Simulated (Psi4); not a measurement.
**Geometry relaxation, with input and output: BH (part 2 of 3)**

Continued. System: BH (borane(1)), SMILES [BH]. Method: CAM-B3LYP/cc-pVDZ, RKS (Psi4 1.11). 

Geometry of the input (Å):
```
B  0.0000  0.0000  0.0000
H  0.0000  0.0000  1.2324
```

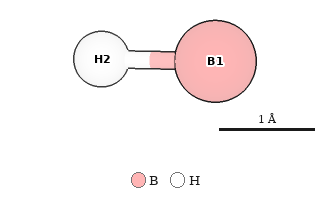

The geometry at step 2 of the log (ball-and-stick view, seen at a tilt; atoms are numbered from 1 in the order of the input).

Output, continued:
```
  ==> Geometry <==

    Molecular point group: c1
    Full point group: C_inf_v

    Geometry (in Angstrom), charge = 0, multiplicity = 1:

       Center              X                  Y                   Z               Mass
    ------------   -----------------  -----------------  -----------------  -----------------
         B            0.000000000000     0.000000000000    -0.104856276232    11.009305360000
         H            0.000000000000     0.000000000000     1.145431723797     1.007825032230

  Nuclear repulsion =    2.116221265250133

   => Molecular Quadrature <=

    Radial Scheme          =       TREUTLER
    Pruning Scheme         =           NONE
    Nuclear Scheme         =       TREUTLER

    Blocking Scheme        =         OCTREE
    BS radius alpha        =              1
    Pruning alpha          =              1
    Radial Points          =             35
    Spherical Points       =            110
    Total Points           =           7567
    Total Blocks           =             86
    Max Points             =            251
    Max Functions          =             19
    Weights Tolerance      =       1.00E-15

  -Total Gradient:
     Atom            X                  Y                   Z
    ------   -----------------  -----------------  -----------------
       1       -0.000000000000    -0.000000000000     0.000681462231
       2        0.000000000000    -0.000000000000    -0.000621803692

	total time  =          0 seconds =       0.00 minutes

    			-----------------------------------------

    			 OPTKING 3.0: for geometry optimizations

    			        with contributions from

    			-----------------------------------------

	                            ===> Fragment 1 <==

	 Z (Atomic Numbers)          Masses                          Geom
	       5.000000            11.009305          0.00000000  0.00000000 -0.19814964
	       1.000000             1.007825          0.00000000  0.00000000  2.16455225

	 - Coordinate -           - BOHR/RAD -       - ANG/DEG -
	 R(1,2)           =         2.362702           1.250288

	        --- Internal Coordinate Step in ANG or DEG, aJ/ANG or AJ/DEG ---
	-------------------------------------------------------------------------------
	           Coordinate      Previous         Force          Change          New
	           ----------      --------        ------          ------        ------
	               R(1,2)       1.25029        0.00537        0.00168       1.25197
	-------------------------------------------------------------------------------

	                                 ==> Convergence Check <==

	Measures of convergence in internal coordinates in au.

	Criteria marked as inactive (o), active & met (*), and active & unmet ( ).

	----------------------------------------------------------------------------------------------
	   Step    Total Energy     Delta E     Max Force     RMS Force      Max Disp      RMS Disp
	----------------------------------------------------------------------------------------------
	  Convergence Criteria              o    1.50e-05 *    1.00e-05 *    6.00e-05 *    4.00e-05 *
	----------------------------------------------------------------------------------------------
	     2     -25.26464461   -1.36e-04 o    6.52e-04      6.52e-04      3.17e-03      3.17e-03    ~
	----------------------------------------------------------------------------------------------

Next Geometry in Ang
	Fragment 1 (Ang)

	    B   0.0000000000   0.0000000000  -0.1056956059
	    H   0.0000000000   0.0000000000   1.1462710534

    Structure for next step:
    Molecular point group: c1
    Full point group: C_inf_v

    Geometry (in Angstrom), charge = 0, multiplicity = 1:

    B            0.000000000000     0.000000000000    -0.104997058161
    H            0.000000000000     0.000000000000     1.146969601106

gradient() will perform analytic gradient computation.

  ==> Geometry <==

    Molecular point group: c1
    Full point group: C_inf_v

    Geometry (in Angstrom), charge = 0, multiplicity = 1:

       Center              X                  Y                   Z               Mass
    ------------   -----------------  -----------------  -----------------  -----------------
         B            0.000000000000     0.000000000000    -0.104997058161    11.009305360000
         H            0.000000000000     0.000000000000     1.146969601106     1.007825032230

  Running in c1 symmetry.

  Rotational constants: A = ************  B =     11.64841  C =     11.64841 [cm^-1]
  Rotational constants: A = ************  B = 349210.57525  C = 349210.57525 [MHz]
  Nuclear repulsion =    2.113383798014595

  Charge       = 0
  Multiplicity = 1
  Electrons    = 6
  Nalpha       = 3
  Nbeta        = 3

  ==> DiskJK: Disk-Based J/K Matrices <==

    J tasked:                  Yes
    K tasked:                  Yes
    wK tasked:                 Yes
    Omega:               3.300E-01
    Memory [MiB]:             1140
    Schwarz Cutoff:          1E-12

  Cached 100.0% of DFT collocation blocks in 0.004 [GiB].

  Minimum eigenvalue in the overlap matrix is 2.8047917310E-02.
  Reciprocal condition number of the overlap matrix is 9.0712277242E-03.
    Using symmetric orthogonalization.

  ==> Iterations <==

                        Total Energy        Delta E     RMS |[F,P]|

   @RKS iter   0:   -25.26430669334192   -2.52643e+01   8.54106e-05
   @RKS iter   1:   -25.26464552162868   -3.38828e-04   1.17827e-05 DIIS
   @RKS iter   2:   -25.26464556829281   -4.66641e-08   2.26405e-06 DIIS
   @RKS iter   3:   -25.26464556979298   -1.50016e-09   3.47398e-07 DIIS
   @RKS iter   4:   -25.26464556984958   -5.66054e-11   6.97057e-08 DIIS
   @RKS iter   5:   -25.26464556985272   -3.13705e-12   6.58808e-09 DIIS
  Energy and wave function converged.

  ==> Post-Iterations <==

   Electrons on quadrature grid:
      Ntotal   =    5.9999600214 ; deviation = -3.998e-05

    Final Occupation by Irrep:
              A
    DOCC [     3 ]
    NA   [     3 ]
    NB   [     3 ]

  @RKS Final Energy:   -25.26464556985272

   => Energetics <=

    Nuclear Repulsion Energy =              2.1133837980145946
    One-Electron Energy =                 -37.1664013445513035
    Two-Electron Energy =                  12.8193532315920287
    DFT Exchange-Correlation Energy =      -3.0309812549080370
    Empirical Dispersion Energy =           0.0000000000000000
    VV10 Nonlocal Energy =                  0.0000000000000000
    Total Energy =                        -25.2646455698527177

Computation Completed

Properties will be evaluated at   0.000000,   0.000000,   0.000000 [a0]

Properties computed using the SCF density matrix

 Multipole Moments:

 ------------------------------------------------------------------------------------
     Multipole            Electronic (a.u.)      Nuclear  (a.u.)        Total (a.u.)
 ------------------------------------------------------------------------------------

 L = 1.  Multiply by 2.5417464519 to convert [e a0] to [Debye]
 Dipole X            :         -0.0000000            0.0000000           -0.0000000
 Dipole Y            :         -0.0000000            0.0000000           -0.0000000
 Dipole Z            :         -0.5801852            1.1753800            0.5951948
 Magnitude           :                                                    0.5951948

 ------------------------------------------------------------------------------------

	total time  =          0 seconds =       0.00 minutes

         ------------------------------------------------------------
                                   SCF GRAD
         ------------------------------------------------------------

  ==> Geometry <==

    Molecular point group: c1
    Full point group: C_inf_v

    Geometry (in Angstrom), charge = 0, multiplicity = 1:

       Center              X                  Y                   Z               Mass
    ------------   -----------------  -----------------  -----------------  -----------------
         B            0.000000000000     0.000000000000    -0.104997058161    11.009305360000
         H            0.000000000000     0.000000000000     1.146969601106     1.007825032230

  Nuclear repulsion =    2.113383798014595

   => Molecular Quadrature <=

    Radial Scheme          =       TREUTLER
    Pruning Scheme         =           NONE
    Nuclear Scheme         =       TREUTLER

    Blocking Scheme        =         OCTREE
    BS radius alpha        =              1
    Pruning alpha          =              1
    Radial Points          =             35
    Spherical Points       =            110
    Total Points           =           7567
    Total Blocks           =             86
    Max Points             =            251
    Max Functions          =             19
    Weights Tolerance      =       1.00E-15

  -Total Gradient:
     Atom            X                  Y                   Z
    ------   -----------------  -----------------  -----------------
       1       -0.000000000000    -0.000000000000     0.000061214144
       2        0.000000000000     0.000000000000    -0.000001111727

	total time  =          0 seconds =       0.00 minutes

    			-----------------------------------------

    			 OPTKING 3.0: for geometry optimizations

    			        with contributions from

    			-----------------------------------------

	                            ===> Fragment 1 <==

	 Z (Atomic Numbers)          Masses                          Geom
	       5.000000            11.009305          0.00000000  0.00000000 -0.19841568
	       1.000000             1.007825          0.00000000  0.00000000  2.16745842

	 - Coordinate -           - BOHR/RAD -       - ANG/DEG -
	 R(1,2)           =         2.365874           1.251967

	        --- Internal Coordinate Step in ANG or DEG, aJ/ANG or AJ/DEG ---
	-------------------------------------------------------------------------------
	           Coordinate      Previous         Force          Change          New
	           ----------      --------        ------          ------        ------
	               R(1,2)       1.25197        0.00026        0.00008       1.25205
	-------------------------------------------------------------------------------

	                                 ==> Convergence Check <==

	Measures of convergence in internal coordinates in au.

	Criteria marked as inactive (o), active & met (*), and active & unmet ( ).

	----------------------------------------------------------------------------------------------
	   Step    Total Energy     Delta E     Max Force     RMS Force      Max Disp      RMS Disp
	----------------------------------------------------------------------------------------------
	  Convergence Criteria              o    1.50e-05 *    1.00e-05 *    6.00e-05 *    4.00e-05 *
	----------------------------------------------------------------------------------------------
	     3     -25.26464557   -9.60e-07 o    3.12e-05      3.12e-05      1.52e-04      1.52e-04    ~
	----------------------------------------------------------------------------------------------

Next Geometry in Ang
	Fragment 1 (Ang)

	    B   0.0000000000   0.0000000000  -0.1050373630
	    H   0.0000000000   0.0000000000   1.1470099060

    Structure for next step:
    Molecular point group: c1
    Full point group: C_inf_v

    Geometry (in Angstrom), charge = 0, multiplicity = 1:

    B            0.000000000000     0.000000000000    -0.105003818551
    H            0.000000000000     0.000000000000     1.147043450426

gradient() will perform analytic gradient computation.

  ==> Geometry <==

    Molecular point group: c1
    Full point group: C_inf_v

    Geometry (in Angstrom), charge = 0, multiplicity = 1:

       Center              X                  Y                   Z               Mass
    ------------   -----------------  -----------------  -----------------  -----------------
         B            0.000000000000     0.000000000000    -0.105003818551    11.009305360000
         H            0.000000000000     0.000000000000     1.147043450426     1.007825032230

  Running in c1 symmetry.

  Rotational constants: A = ************  B =     11.64691  C =     11.64691 [cm^-1]
  Rotational constants: A = ************  B = 349165.61072  C = 349165.61072 [MHz]
  Nuclear repulsion =    2.113247733458777

  Charge       = 0
  Multiplicity = 1
  Electrons    = 6
  Nalpha       = 3
  Nbeta        = 3

  ==> DiskJK: Disk-Based J/K Matrices <==

    J tasked:                  Yes
    K tasked:                  Yes
    wK tasked:                 Yes
    Omega:               3.300E-01
    Memory [MiB]:             1140
    Schwarz Cutoff:          1E-12

  Cached 100.0% of DFT collocation blocks in 0.004 [GiB].

  Minimum eigenvalue in the overlap matrix is 2.8053122571E-02.
  Reciprocal condition number of the overlap matrix is 9.0730491961E-03.
    Using symmetric orthogonalization.

  ==> Iterations <==

                        Total Energy        Delta E     RMS |[F,P]|

   @RKS iter   0:   -25.26462926948084   -2.52646e+01   4.09393e-06
   @RKS iter   1:   -25.26464556641962   -1.62969e-05   5.66025e-07 DIIS
   @RKS iter   2:   -25.26464556652732   -1.07701e-10   1.08762e-07 DIIS
   @RKS iter   3:   -25.26464556653076   -3.44613e-12   1.66815e-08 DIIS
   @RKS iter   4:   -25.26464556653090   -1.35003e-13   3.34791e-09 DIIS
  Energy and wave function converged.

  ==> Post-Iterations <==

   Electrons on quadrature grid:
      Ntotal   =    5.9999600150 ; deviation = -3.999e-05

    Orbital Energies [Eh]
    ---------------------

    Doubly Occupied:

       1A     -6.920355     2A     -0.549479     3A     -0.292644

    Virtual:

       4A     -0.036147     5A     -0.036147     6A      0.172992
       7A      0.306092     8A      0.354324     9A      0.354324
      10A      0.430332    11A      0.648569    12A      0.733034
      13A      0.733034    14A      0.770806    15A      0.770813
      16A      1.178087    17A      1.640682    18A      1.640682
      19A      2.169774

    Final Occupation by Irrep:
              A
    DOCC [     3 ]
    NA   [     3 ]
    NB   [     3 ]

  @RKS Final Energy:   -25.26464556653090

   => Energetics <=

    Nuclear Repulsion Energy =              2.1132477334587771
    One-Electron Energy =                 -37.1661470985129938
    Two-Electron Energy =                  12.8192190404510207
    DFT Exchange-Correlation Energy =      -3.0309652419277029
    Empirical Dispersion Energy =           0.0000000000000000
    VV10 Nonlocal Energy =                  0.0000000000000000
    Total Energy =                        -25.2646455665308984

Computation Completed

Properties will be evaluated at   0.000000,   0.000000,   0.000000 [a0]

Properties computed using the SCF density matrix

 Multipole Moments:

 ------------------------------------------------------------------------------------
     Multipole            Electronic (a.u.)      Nuclear  (a.u.)        Total (a.u.)
 ------------------------------------------------------------------------------------

 L = 1.  Multiply by 2.5417464519 to convert [e a0] to [Debye]
 Dipole X            :          0.0000000            0.0000000            0.0000000
 Dipole Y            :          0.0000000            0.0000000            0.0000000
 Dipole Z            :         -0.5803527            1.1754557            0.5951030
 Magnitude           :                                                    0.5951030

 ------------------------------------------------------------------------------------

	total time  =          0 seconds =       0.00 minutes

         ------------------------------------------------------------
                                   SCF GRAD
         ------------------------------------------------------------

  ==> Geometry <==

    Molecular point group: c1
    Full point group: C_inf_v

    Geometry (in Angstrom), charge = 0, multiplicity = 1:

       Center              X                  Y                   Z               Mass
    ------------   -----------------  -----------------  -----------------  -----------------
         B            0.000000000000     0.000000000000    -0.105003818551    11.009305360000
         H            0.000000000000     0.000000000000     1.147043450426     1.007825032230

  Nuclear repulsion =    2.113247733458777

   => Molecular Quadrature <=

    Radial Scheme          =       TREUTLER
    Pruning Scheme         =           NONE
    Nuclear Scheme         =       TREUTLER

    Blocking Scheme        =         OCTREE
    BS radius alpha        =              1
    Pruning alpha          =              1
    Radial Points          =             35
    Spherical Points       =            110
    Total Points           =           7567
    Total Blocks           =             86
    Max Points             =            251
    Max Functions          =             19
    Weights Tolerance      =       1.00E-15

  -Total Gradient:
     Atom            X                  Y                   Z
    ------   -----------------  -----------------  -----------------
       1        0.000000000000     0.000000000000     0.000031560027
       2        0.000000000000    -0.000000000000     0.000028563294

	total time  =          0 seconds =       0.00 minutes

    			-----------------------------------------

    			 OPTKING 3.0: for geometry optimizations

    			        with contributions from

    			-----------------------------------------

	                            ===> Fragment 1 <==

	 Z (Atomic Numbers)          Masses                          Geom
	       5.000000            11.009305          0.00000000  0.00000000 -0.19842846
	       1.000000             1.007825          0.00000000  0.00000000  2.16759798

	 - Coordinate -           - BOHR/RAD -       - ANG/DEG -
	 R(1,2)           =         2.366026           1.252047

	        --- Internal Coordinate Step in ANG or DEG, aJ/ANG or AJ/DEG ---
	-------------------------------------------------------------------------------
	           Coordinate      Previous         Force          Change          New
	           ----------      --------        ------          ------        ------
	               R(1,2)       1.25205        0.00001        0.00000       1.25205
	-------------------------------------------------------------------------------

	                                 ==> Convergence Check <==

	Measures of convergence in internal coordinates in au.

	Criteria marked as inactive (o), active & met (*), and active & unmet ( ).

	----------------------------------------------------------------------------------------------
	   Step    Total Energy     Delta E     Max Force     RMS Force      Max Disp      RMS Disp
	----------------------------------------------------------------------------------------------
	  Convergence Criteria              o    1.50e-05 *    1.00e-05 *    6.00e-05 *    4.00e-05 *
	----------------------------------------------------------------------------------------------
	     4     -25.26464557    3.32e-09 o    1.50e-06 *    1.50e-06 *    7.33e-06 *    7.33e-06 *  ~
	----------------------------------------------------------------------------------------------

Next Geometry in Ang
	Fragment 1 (Ang)

	    B   0.0000000000   0.0000000000  -0.1050057569
	    H   0.0000000000   0.0000000000   1.1470453887

    Final optimized geometry and variables:
    Molecular point group: c1
    Full point group: C_inf_v

    Geometry (in Angstrom), charge = 0, multiplicity = 1:

    B            0.000000000000     0.000000000000    -0.105003818551
    H            0.000000000000     0.000000000000     1.147043450426

    Psi4 run time: 0:00:02.52

[set-up sections that repeat, and orbital energies of the middle runs, are left out above]
```

Standard output:
```
Optimizer: Optimization complete!
```

Trajectory as extended XYZ (Å, eV, eV/Å), 4 frames, from step=0 to step=3:
```
2
Properties=species:S:1:pos:R:3:forces:R:3 step=0 energy=-687.48230
B     0.0000    0.0000    0.0000    0.0000   0.0000  -0.3920
H     0.0000    0.0000    1.2324    0.0000   0.0000   0.3892
2
Properties=species:S:1:pos:R:3:forces:R:3 step=1 energy=-687.48600
B     0.0000    0.0000   -0.0015    0.0000   0.0000  -0.0350
H     0.0000    0.0000    1.2488    0.0000   0.0000   0.0320
2
Properties=species:S:1:pos:R:3:forces:R:3 step=2 energy=-687.48603
B     0.0000    0.0000   -0.0016    0.0000   0.0000  -0.0032
H     0.0000    0.0000    1.2503    0.0000   0.0000   0.0001
2
Properties=species:S:1:pos:R:3:forces:R:3 step=3 energy=-687.48603
B     0.0000    0.0000   -0.0016    0.0000   0.0000  -0.0016
H     0.0000    0.0000    1.2504    0.0000   0.0000  -0.0015
```
